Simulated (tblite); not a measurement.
# Geometry relaxation of C₆H₁₃GeN (part 1 of 2)

C₆H₁₃GeN, computed with GFN2-xTB geometry optimisation, gas phase (tblite 0.8.0).

It belongs to a series of runs on one base structure; here: constitutional isomer.

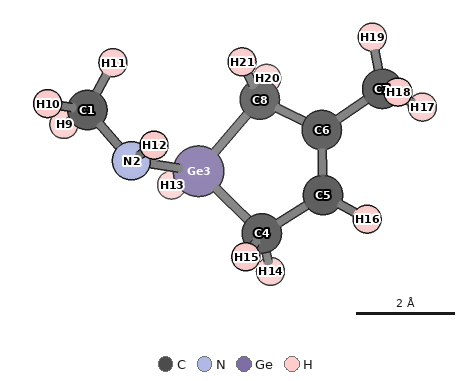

*The starting structure (ball-and-stick view, seen at a tilt; atoms are numbered from 1 in the order of the input). Sticks mark near contacts.*

Input:
```
{"job": {"kind": "relax", "xc": "GFN2-xTB", "basis": "xTB"}, "charge": 0, "multiplicity": 1}
C     -3.008500     1.049800    -0.597800
N     -2.349100     0.308400     0.449500
Ge    -0.980600    -0.740200    -0.301700
C      0.011800    -1.648800     1.048300
C      1.375200    -1.042500     1.014300
C      1.619900    -0.073700     0.102900
C      2.980000     0.570800     0.016000
C      0.523200     0.355000    -0.810900
H     -3.487600     0.351400    -1.317900
H     -3.819300     1.680300    -0.144900
H     -2.305300     1.715400    -1.132200
H     -1.881200     0.989600     1.094300
H     -1.503100    -1.666900    -1.424100
H      0.075500    -2.740600     0.822600
H     -0.451500    -1.483200     2.054800
H      2.145600    -1.379300     1.703600
H      3.746400    -0.198600    -0.209600
H      3.226900     1.046400     0.987500
H      2.996900     1.342600    -0.772700
H      0.797100     0.149600    -1.865000
H      0.278800     1.431700    -0.665800
```

The first line tells a small driver script what to run in tblite; the rest is the geometry in Å.

Launched with:
```bash
OMP_NUM_THREADS=1 python <driver script> task.json out
```

Output:
```
step      E/eV     max force
  0    -660.33810    1.901
  1    -660.49973    1.294
  2    -660.54924    0.618
  3    -660.58214    0.437
  4    -660.63391    0.378
  5    -660.65549    0.373
  6    -660.68433    0.313
  7    -660.69678    0.234
  8    -660.70746    0.224
  9    -660.71443    0.188
 10    -660.72008    0.163
 11    -660.72470    0.169
 12    -660.73010    0.178
 13    -660.73601    0.181
 14    -660.74079    0.121
 15    -660.74359    0.129
 16    -660.74542    0.122
 17    -660.74712    0.102
 18    -660.74889    0.112
 19    -660.75056    0.104
 20    -660.75211    0.094
 21    -660.75390    0.117
 22    -660.75625    0.162
 23    -660.75890    0.171
 24    -660.76121    0.119
 25    -660.76302    0.110
 26    -660.76465    0.121
 27    -660.76668    0.182
 28    -660.76930    0.195
 29    -660.77199    0.138
 30    -660.77424    0.114
 31    -660.77614    0.115
 32    -660.77789    0.147
 33    -660.77942    0.130
 34    -660.78047    0.068
 35    -660.78116    0.067
 36    -660.78189    0.091
 37    -660.78303    0.102
 38    -660.78460    0.113
 39    -660.78635    0.098
 40    -660.78792    0.109
 41    -660.78922    0.111
 42    -660.79067    0.112
 43    -660.79230    0.097
 44    -660.79357    0.086
 45    -660.79454    0.063
 46    -660.79549    0.086
 47    -660.79644    0.086
 48    -660.79737    0.076
 49    -660.79807    0.067
 50    -660.79866    0.056
 51    -660.79916    0.054
 52    -660.79971    0.054
 53    -660.80033    0.066
 54    -660.80100    0.074
 55    -660.80153    0.059
 56    -660.80193    0.041
 57    -660.80219    0.036
 58    -660.80241    0.029
 59    -660.80258    0.025
 60    -660.80271    0.025
 61    -660.80287    0.030
 62    -660.80307    0.031
 63    -660.80330    0.031
 64    -660.80351    0.030
 65    -660.80368    0.026
 66    -660.80386    0.030
 67    -660.80410    0.037
 68    -660.80437    0.043
 69    -660.80464    0.041
 70    -660.80487    0.032
 71    -660.80508    0.036
 72    -660.80530    0.033
 73    -660.80552    0.034
 74    -660.80574    0.038
 75    -660.80600    0.042
 76    -660.80640    0.054
 77    -660.80699    0.063
 78    -660.80780    0.063
 79    -660.80875    0.076
 80    -660.80961    0.077
 81    -660.80999    0.118
 82    -660.81129    0.092
 83    -660.81219    0.113
 84    -660.81379    0.070
 85    -660.81590    0.150
 86    -660.81726    0.200
 87    -660.81954    0.165
 88    -660.82204    0.175
 89    -660.82435    0.119
 90    -660.82705    0.081
 91    -660.82983    0.134
 92    -660.83129    0.077
 93    -660.83274    0.081
 94    -660.83408    0.073
 95    -660.83498    0.064
 96    -660.83615    0.063
 97    -660.83721    0.092
 98    -660.83817    0.095
 99    -660.83873    0.110
100    -660.83938    0.063
101    -660.83998    0.037
102    -660.84079    0.050
103    -660.84177    0.073
104    -660.84254    0.075
105    -660.84322    0.049
106    -660.84369    0.061
107    -660.84420    0.052
108    -660.84465    0.035
109    -660.84494    0.028
110    -660.84505    0.024
111    -660.84520    0.025
112    -660.84534    0.026
113    -660.84544    0.024
114    -660.84551    0.026
115    -660.84557    0.018
116    -660.84565    0.020
117    -660.84576    0.025
118    -660.84588    0.023
119    -660.84602    0.025
120    -660.84618    0.025
121    -660.84633    0.026
122    -660.84646    0.023
123    -660.84655    0.021
124    -660.84662    0.017
125    -660.84668    0.013
126    -660.84672    0.012
127    -660.84675    0.012
128    -660.84678    0.012
129    -660.84681    0.010
130    -660.84683    0.012
131    -660.84686    0.010
132    -660.84688    0.009
```

Trajectory as extended XYZ (Å, eV, eV/Å), 11 of the 133 frames kept, from step=0 to step=132:
```
21
Properties=species:S:1:pos:R:3:forces:R:3 step=0 energy=-660.33810
C    -3.0085    1.0498   -0.5978   -1.0100   0.8000  -0.0910
N    -2.3491    0.3084    0.4495    0.8200   0.0340   0.2880
Ge   -0.9806   -0.7402   -0.3017   -1.4120  -0.2610  -0.4120
C     0.0118   -1.6488    1.0483    0.1820  -1.2200   1.4460
C     1.3752   -1.0425    1.0143    0.2400   1.0500  -1.0390
C     1.6199   -0.0737    0.1029    0.4330  -0.9620   1.2500
C     2.9800    0.5708    0.0160    0.1360   0.1790  -0.0310
C     0.5232    0.3550   -0.8109    0.4000   0.7590  -0.9090
H    -3.4876    0.3514   -1.3179    0.4040   0.4190   0.4480
H    -3.8193    1.6803   -0.1449    0.5620  -0.4100  -0.4140
H    -2.3053    1.7154   -1.1322   -0.4190  -0.1070  -0.1020
H    -1.8812    0.9896    1.0943   -0.5720  -0.7480  -0.5610
H    -1.5031   -1.6669   -1.4241   -0.0960   0.3590   0.3030
H     0.0755   -2.7406    0.8226   -0.0550   0.6160   0.5800
H    -0.4515   -1.4832    2.0548    0.4000  -0.5280  -0.6000
H     2.1456   -1.3793    1.7036   -0.2320   0.0470  -0.1590
H     3.7464   -0.1986   -0.2096   -0.3700   0.5310   0.1410
H     3.2269    1.0464    0.9875   -0.0130  -0.2580  -0.5970
H     2.9969    1.3426   -0.7727    0.0620  -0.3750   0.3790
H     0.7971    0.1496   -1.8650    0.0850   0.5500   0.4540
H     0.2788    1.4317   -0.6658    0.4550  -0.4760  -0.3720
21
Properties=species:S:1:pos:R:3:forces:R:3 step=13 energy=-660.73601
C    -3.0566    1.0985   -0.6192   -0.0820   0.0620   0.0010
N    -2.3319    0.2989    0.3524   -0.0330  -0.0790   0.0940
Ge   -0.9891   -0.7618   -0.3111    0.0350  -0.0210  -0.0910
C     0.0392   -1.6985    1.1082   -0.0410  -0.0140   0.0030
C     1.3822   -1.0410    1.0112    0.0010  -0.0560   0.0660
C     1.6470   -0.0996    0.1155   -0.0110   0.0030  -0.0320
C     2.9836    0.5690    0.0171    0.0620   0.0380  -0.0020
C     0.5908    0.3459   -0.8525   -0.1570  -0.0720  -0.0550
H    -3.5290    0.4266   -1.3334    0.0180  -0.0450  -0.0240
H    -3.8357    1.6757   -0.1275   -0.0860   0.0260   0.0960
H    -2.4206    1.7900   -1.1785    0.0500   0.0980  -0.0540
H    -2.0027    0.8783    1.1180   -0.0900  -0.0200  -0.0520
H    -1.6560   -1.5966   -1.3948    0.0390   0.0400   0.0640
H     0.1284   -2.7762    0.9468   -0.0110   0.0940  -0.0290
H    -0.3849   -1.5697    2.1081    0.0170   0.0290  -0.0870
H     2.1427   -1.3655    1.7080    0.0370  -0.0020   0.0370
H     3.7558   -0.1598   -0.2144    0.0950  -0.0300   0.0010
H     3.2407    1.0505    0.9566    0.0680   0.0170   0.0930
H     2.9784    1.3247   -0.7607    0.0180   0.0580  -0.0820
H     0.9263    0.2129   -1.8835    0.0000  -0.0050   0.1040
H     0.3824    1.4146   -0.7151    0.0720  -0.1230  -0.0510
21
Properties=species:S:1:pos:R:3:forces:R:3 step=26 energy=-660.76465
C    -3.1151    1.1191   -0.6052    0.0110   0.0110  -0.0140
N    -2.3769    0.2790    0.3297   -0.0140   0.0430  -0.0450
Ge   -0.9847   -0.7390   -0.3220   -0.0180   0.0750   0.0930
C     0.0394   -1.6715    1.1028   -0.0060   0.0220  -0.0280
C     1.3973   -1.0352    1.0249   -0.0010   0.0290  -0.0130
C     1.6884   -0.1133    0.1135    0.0020   0.0050   0.0180
C     3.0301    0.5702    0.0186   -0.0470  -0.0070  -0.0070
C     0.6302    0.3057   -0.8746    0.0560   0.0040   0.0320
H    -3.5546    0.4784   -1.3692    0.0280  -0.0120   0.0040
H    -3.9199    1.6466   -0.0916    0.0050  -0.0860   0.0560
H    -2.4927    1.8671   -1.1116    0.0090   0.0050   0.0200
H    -2.1204    0.8202    1.1471    0.0170  -0.0370  -0.0180
H    -1.6399   -1.5966   -1.3825    0.0130  -0.0010  -0.0370
H     0.1110   -2.7453    0.9256    0.0250  -0.0080  -0.0090
H    -0.3923   -1.5511    2.0975    0.0240   0.0340   0.0040
H     2.1353   -1.3598    1.7475    0.0060   0.0330  -0.0090
H     3.8240   -0.1392   -0.2194   -0.0860  -0.0270   0.0210
H     3.2938    1.0552    0.9594   -0.0520  -0.0700   0.0030
H     3.0182    1.3331   -0.7571   -0.0270  -0.0280  -0.0100
H     0.9625    0.1121   -1.8938    0.0220   0.0030   0.0000
H     0.4574    1.3813   -0.7885    0.0310   0.0120  -0.0600
21
Properties=species:S:1:pos:R:3:forces:R:3 step=40 energy=-660.78792
C    -3.1732    1.1237   -0.5653    0.0120   0.0240  -0.0010
N    -2.3875    0.2707    0.3103   -0.0310  -0.0320  -0.0420
Ge   -0.9679   -0.6887   -0.3402    0.0150  -0.0190  -0.0400
C     0.0276   -1.6208    1.1021    0.0480  -0.0190   0.0240
C     1.3867   -0.9892    1.0411    0.0160  -0.0120   0.0010
C     1.7008   -0.0978    0.1103   -0.0500   0.0210  -0.0200
C     3.0542    0.5492    0.0289   -0.0280  -0.0080  -0.0070
C     0.6846    0.2826   -0.9266   -0.0640   0.0150  -0.0360
H    -3.5004    0.5298   -1.4181    0.0000   0.0170   0.0150
H    -4.0497    1.4974   -0.0339   -0.0280  -0.0840  -0.0030
H    -2.6186    1.9887   -0.9448    0.0290   0.0270  -0.0230
H    -2.1966    0.7465    1.1806    0.0590   0.0310   0.0550
H    -1.5767   -1.5513   -1.4315   -0.0280   0.0240   0.0370
H     0.0996   -2.6937    0.9192    0.0230  -0.0160  -0.0100
H    -0.4077   -1.5070    2.0958   -0.0200   0.0370  -0.0050
H     2.1253   -1.2822    1.7757   -0.0700  -0.0370   0.0750
H     3.8050   -0.2009   -0.2188    0.0560   0.0660   0.0050
H     3.3233    1.0039    0.9815    0.0340  -0.0460   0.0000
H     3.0682    1.3231   -0.7347    0.0160  -0.0230  -0.0160
H     1.0226   -0.0338   -1.9133    0.0190  -0.0140  -0.0180
H     0.5714    1.3666   -0.9670   -0.0090   0.0470   0.0090
21
Properties=species:S:1:pos:R:3:forces:R:3 step=53 energy=-660.80033
C    -3.1936    1.1153   -0.5327    0.0190   0.0000   0.0150
N    -2.3600    0.2745    0.3065    0.0230   0.0010   0.0190
Ge   -0.9583   -0.6785   -0.3792    0.0120  -0.0270   0.0590
C     0.0147   -1.5932    1.0911   -0.0380  -0.0110  -0.0030
C     1.3672   -0.9500    1.0553   -0.0270  -0.0250   0.0200
C     1.7063   -0.0892    0.1036    0.0050  -0.0370   0.0200
C     3.0731    0.5323    0.0308   -0.0180   0.0170  -0.0070
C     0.7106    0.2633   -0.9674    0.0280  -0.0140   0.0050
H    -3.4165    0.5664   -1.4468   -0.0200   0.0190   0.0050
H    -4.1294    1.3380   -0.0167   -0.0110  -0.0120  -0.0230
H    -2.7157    2.0620   -0.8082   -0.0160   0.0180  -0.0130
H    -2.1603    0.7359    1.1846    0.0110   0.0060  -0.0160
H    -1.6126   -1.5125   -1.4615   -0.0030  -0.0220  -0.0060
H     0.1105   -2.6694    0.9359   -0.0180   0.0210  -0.0110
H    -0.4542   -1.4582    2.0678   -0.0010  -0.0020  -0.0180
H     2.0638   -1.2256    1.8365    0.0310   0.0260  -0.0180
H     3.8166   -0.2185   -0.2401   -0.0180   0.0210   0.0010
H     3.3589    0.9539    0.9933    0.0120  -0.0210   0.0030
H     3.1021    1.3222   -0.7147   -0.0070   0.0260  -0.0200
H     1.0612   -0.0977   -1.9338    0.0260  -0.0010  -0.0290
H     0.6068    1.3461   -1.0529    0.0110   0.0160   0.0180
21
Properties=species:S:1:pos:R:3:forces:R:3 step=66 energy=-660.80386
C    -3.1966    1.1176   -0.5275    0.0070  -0.0060  -0.0030
N    -2.3346    0.2941    0.3000    0.0070  -0.0110  -0.0100
Ge   -0.9520   -0.6843   -0.3859   -0.0100   0.0040  -0.0160
C     0.0077   -1.5943    1.0915   -0.0040   0.0040   0.0040
C     1.3617   -0.9525    1.0641    0.0040   0.0210  -0.0120
C     1.7076   -0.1017    0.1056    0.0110   0.0090  -0.0120
C     3.0684    0.5318    0.0293    0.0020   0.0150   0.0030
C     0.7228    0.2480   -0.9758   -0.0050  -0.0100   0.0090
H    -3.3939    0.5804   -1.4539   -0.0160  -0.0030   0.0000
H    -4.1457    1.2910   -0.0157    0.0040  -0.0040  -0.0050
H    -2.7590    2.0888   -0.7834    0.0060   0.0070   0.0030
H    -2.1195    0.7625    1.1699   -0.0030   0.0200   0.0050
H    -1.6201   -1.5278   -1.4537   -0.0030  -0.0030  -0.0040
H     0.0965   -2.6703    0.9379    0.0170  -0.0110  -0.0080
H    -0.4710   -1.4564    2.0614   -0.0030   0.0070   0.0290
H     2.0572   -1.2078    1.8533   -0.0060  -0.0210  -0.0060
H     3.8150   -0.2023   -0.2767   -0.0260   0.0070   0.0010
H     3.3674    0.9276    0.9985    0.0160  -0.0150   0.0020
H     3.0763    1.3422   -0.6959    0.0010   0.0110   0.0150
H     1.0896   -0.1022   -1.9412   -0.0200  -0.0010   0.0060
H     0.6132    1.3325   -1.0504    0.0210  -0.0210  -0.0030
```
